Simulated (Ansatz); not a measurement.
Formation energy of the localised charge states of S on the Zn site (broken-bond start) in zinc-blende ZnS (start: the Zn site; started 0.95 Å off site, one bond broken; 64-site cell, 2×2×2 shifted sampling) against the Fermi level, Zn-rich (Δμ(S) = -1.65 eV, Δμ(Zn) = 0.00 eV; only phases computed here count, gases as isolated molecules at 0 K). Level of theory: PBE, PAW (plane waves to 420 eV; Ansatz, a quantum-chemistry and plane-wave program).

Charges with a result: +1, 0, −1. Others weren't obtained, and one of them could lie lower, also by skipping a charge.

Details: 64-site cell; 2×2×2 shifted k-points; host gap 2.01 eV; charged states image-corrected; not converged in cell size; flagged in the runs: a strain field that reaches the edge of the cell.

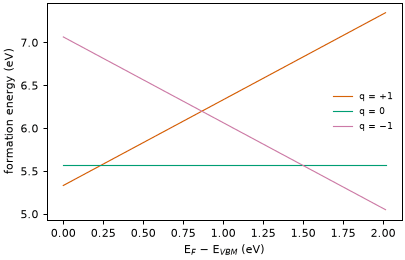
Formation energy of each charge state against the Fermi level

Crossings of the lowest lines: (+1/0) at 0.24 eV; (0/−1) at 1.49 eV. At the valence-band maximum: q = +1: 5.33 eV; q = 0: 5.57 eV; q = −1: 7.06 eV.
